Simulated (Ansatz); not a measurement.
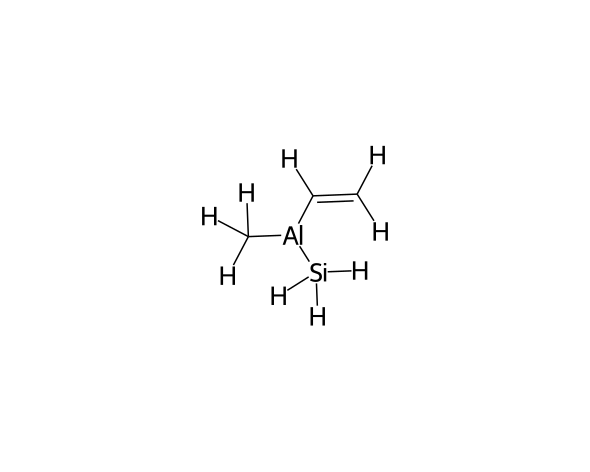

**Transcribe the drawing into SMILES.**

C=[CH][Al]([CH3])[SiH3]

**What is the molecular formula?**

C3H9AlSi.

**An optimisation with PBE0-D4/def2-TZVP gave a structure of which point group?**

Cs. Other conformers may differ.

The parts below concern this one geometry. Atoms keep their numbers from picture to picture. The geometry was computed by an optimisation with PBE0-D4/def2-TZVP. No frequency run is at hand to confirm it as a minimum.

## Shape

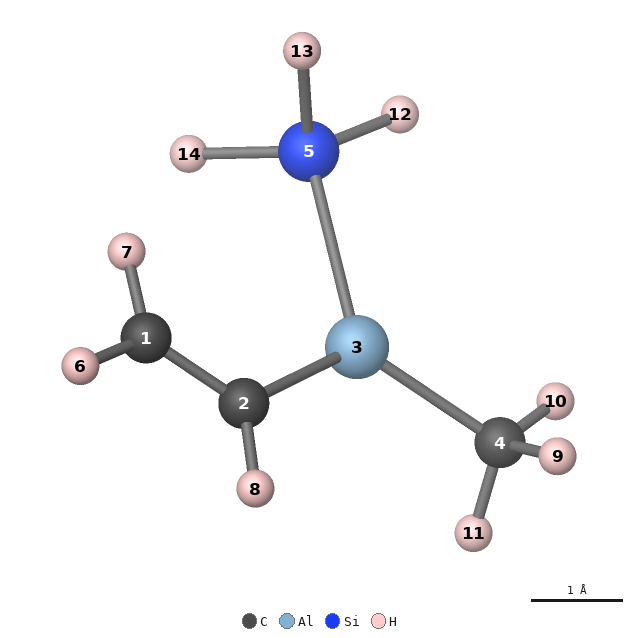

The atoms are numbered. No frequency run is at hand to confirm it as a minimum.

**How are the neighbours of atom 3 arranged?**

Al3 has 3 neighbours (C2 at 1.95, C4 at 1.95, Si5 at 2.47 Å); the arrangement is trigonal planar.

**Describe the coordination of atom 5.**

Si5 has 4 neighbours (Al3 at 2.47, H12 at 1.49, H13 at 1.49, H14 at 1.49 Å); the arrangement is tetrahedral.

**Describe the coordination of atom 1.**

C1 has 3 neighbours (C2 at 1.34, H6 at 1.09, H7 at 1.09 Å); the arrangement is trigonal planar.

**Describe the coordination of atom 4.**

C4 has 4 neighbours (Al3 at 1.95, H9 at 1.10, H10 at 1.09, H11 at 1.10 Å); the arrangement is tetrahedral.

**What is the dihedral angle C1–C2–Al3–Si5?**

0° in size, that is syn (eclipsed).

## Dipole moment

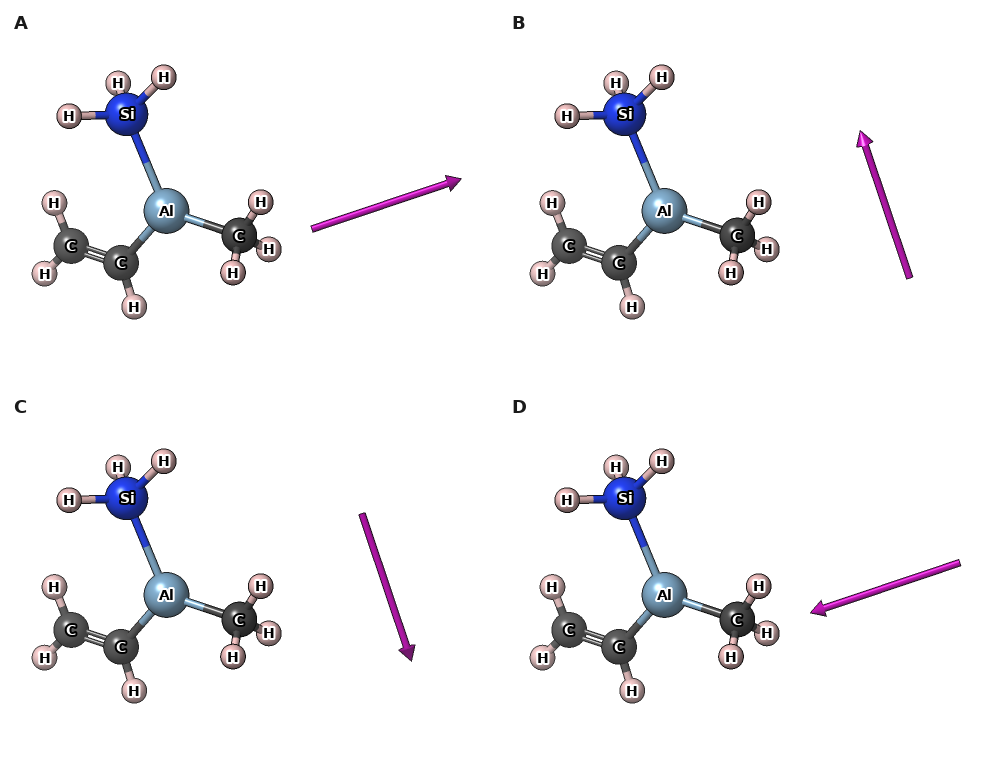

The same molecule four times, each with an arrow. No frequency run is at hand to confirm it as a minimum. Properties computed with RKS ωB97M-V/def2-TZVPP (Ansatz 0.2.0).

**Which arrow points along the dipole moment, from the negative to the positive end?**

C. The dipole moment is 1.37 D.

## Levels of theory compared

No frequency run is at hand to confirm it as a minimum. Program: Ansatz 0.2.0.

Tabulate HOMO–LUMO gap (eV), HOMO energy (eV) at these levels: B3LYP-D4/def2-TZVPP; PBE-D4/def2-TZVPP; PBE0-D4/def2-TZVPP; r2SCAN-D4/def2-TZVPP; ωB97M-V/def2-TZVPP; ωB97X-V/def2-TZVPP.

```tsv
level	HOMO–LUMO gap (eV)	HOMO energy (eV)
B3LYP-D4/def2-TZVPP	5.19	−7.03
PBE-D4/def2-TZVPP	3.68	−6.14
PBE0-D4/def2-TZVPP	5.58	−7.23
r2SCAN-D4/def2-TZVPP	4.12	−6.37
ωB97M-V/def2-TZVPP	9.29	−9.24
ωB97X-V/def2-TZVPP	9.77	−9.48
```

## Charges

The questions are on Mulliken charges. No frequency run is at hand to confirm it as a minimum. Method: RKS r2SCAN-D4/def2-TZVPP (Ansatz 0.2.0).

List the Mulliken charges.

```csv
atom,value (e)
C1,−0.10
C2,−0.33
Al3,0.61
C4,−0.39
Si5,0.01
H6,0.07
H7,0.07
H8,0.06
H9,0.06
H10,0.07
H11,0.06
H12,−0.07
H13,−0.07
H14,−0.07
```

Mulliken values depend strongly on the basis set and can even reverse the polarity of a bond.
